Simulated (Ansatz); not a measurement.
# CH4N (methyl amino radical) at RORPBEx+VWNRPAc/Sapporo-DZP (density fitting with def2-universal-jkfit, exact exchange 0.7)

Wanted: a geometry optimisation of CH4N (methyl amino radical). 

Program for the calculation: Ansatz 0.2.0.

### Step 1. Starting point

The species is CH4N (6 atoms), typed as a doublet with charge 0. SMILES: `C[NH]`. The coordinates come from a PBE0-D4/def2-TZVP relaxation. The run starts from this shape.

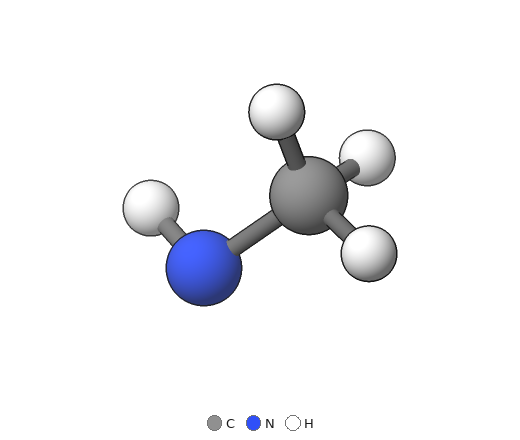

The structure, seen from a chosen angle (carbon grey, nitrogen blue, hydrogen white).

### Step 2. A structure relaxation at RORPBEx+VWNRPAc/Sapporo-DZP (density fitting with def2-universal-jkfit, exact exchange 0.7)

run.yaml reads:

```yaml
crystal:
  periodic: [false, false, false]
  atoms:
    - symbol: C
      position_ang: [-0.068100, -0.273300, -0.237300]
    - symbol: "N"
      position_ang: [-0.284200, 0.423100, 0.992400]
    - symbol: H
      position_ang: [-0.267300, 0.373500, -1.106000]
    - symbol: H
      position_ang: [-0.712900, -1.151300, -0.303700]
    - symbol: H
      position_ang: [0.978900, -0.597100, -0.342200]
    - symbol: H
      position_ang: [0.353600, 1.225100, 0.996700]
basis:
  gaussian: {orbitals: Sapporo-DZP.json, fitting: {mean_field: def2-universal-jkfit}}
magnetization: {spin_polarized: false, initial_magnetization: 1}
hamiltonian:
  xc:
    text: |
      parameter a = 0.7
      exchange = (1 - a)*rpbe_x + a*exact_x
      correlation = vwn_rpa_c
relax: {f_tol: 0.005}
```

The basis set Sapporo-DZP is read from a file made from the Basis Set Exchange's data (not shown).

Started as:

```bash
$ ansatz run run.yaml --threads 1 --pin off --max-ram 2610MiB --events-out events.jsonl --progress --plain --runs-dir runs
```

What values should one expect? Wanted: total energy at the end; dipole moment; ⟨S²⟩.

Answer, from the run:

Level: RORPBEx+VWNRPAc/Sapporo-DZP (density fitting with def2-universal-jkfit, exact exchange 0.7).

```
               quantity         value
total energy at the end  -96.00060 Eh
          dipole moment        1.83 D
                   ⟨S²⟩         0.750
```

In words: At the final geometry: Bond lengths: C1–N2 1.431 Å, C1–H3 1.087 Å, C1–H4 1.080 Å, C1–H5 1.087 Å, N2–H6 1.009 Å. Angles: C1–N2–H6 106.9°, N2–C1–H3 111.2°, N2–C1–H4 110.4°, N2–C1–H5 111.3°, H3–C1–H4 108.5°, H3–C1–H5 106.8°, H4–C1–H5 108.5°. The optimisation took 4 steps and changed the energy by -0.016 eV.
